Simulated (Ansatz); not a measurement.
The parent structure is AlN in the wurtzite structure (space group P6_3mc, No. 186; a = 3.114 Å, c = 4.984 Å).

Modification: 0.0628 electrons added to each cell, a density of 1.5×10^21 cm⁻³, with a uniform compensating background at fixed cell and a 300 K Fermi–Dirac width.

Calculations: DFT with PBEsol, PAW potentials and a 420 eV plane-wave cutoff in Ansatz (a program for electronic structure), no spin-orbit coupling.

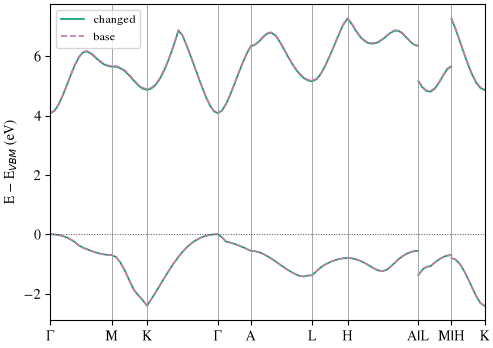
*Highest valence and lowest conduction band along the path, each from its own valence-band maximum*

Question: Read the changed gap and its character from the plot.

Answer: About 4.1 eV, direct at Γ.

Charged cell with a jellium background: band edges are those of the host's band count, energies are not comparable with the neutral cell, and many-body gap narrowing is missing. No phonon test of stability was made.
